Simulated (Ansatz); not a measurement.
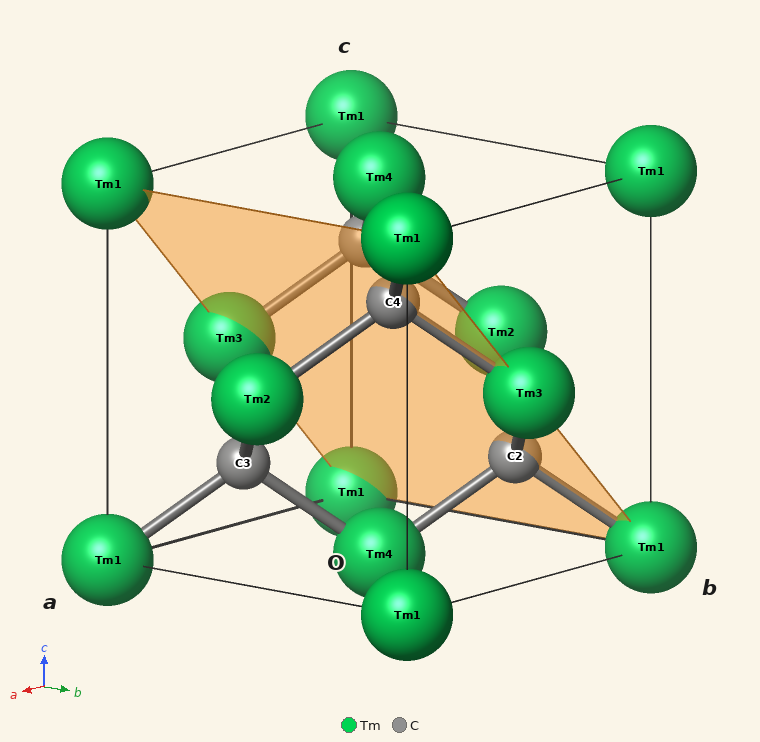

The shaded plane is a symmetry element of the crystal. Crystal: TmC, the input geometry of an electronic-structure calculation (not necessarily at equilibrium); the starting structure was generated, so it need not be a known form of this composition. Geometry calculated from the standardised cell; symmetry tolerance 0.002 Å.

a = 5.384 Å, b = 5.384 Å, c = 5.384 Å, α = 90.00°, β = 90.00°, γ = 90.00°.

| atom | x | y | z |
| --- | --- | --- | --- |
| Tm1 | 0.0000 | 0.0000 | 0.0000 |
| C1 | 0.2500 | 0.2500 | 0.7500 |
| Tm2 | 0.0000 | 0.5000 | 0.5000 |
| C2 | 0.2500 | 0.7500 | 0.2500 |
| Tm3 | 0.5000 | 0.0000 | 0.5000 |
| C3 | 0.7500 | 0.2500 | 0.2500 |
| Tm4 | 0.5000 | 0.5000 | 0.0000 |
| C4 | 0.7500 | 0.7500 | 0.7500 |

**Is it a mirror or a glide plane, and what is the operation?**

It is a mirror plane, parallel to (1 0 −1), through (1/2, 1/2, 1/2): x, y, z → z, y, x.

**Onto which atom does it carry each atom (up to whole multiples of a, b and c)?**

Tm1 → Tm1, C1 → C3, Tm2 → Tm4, C2 → C2, Tm3 → Tm3, C3 → C1, Tm4 → Tm2, C4 → C4.

**What is the crystal's space group?**

F-43m (No. 216).
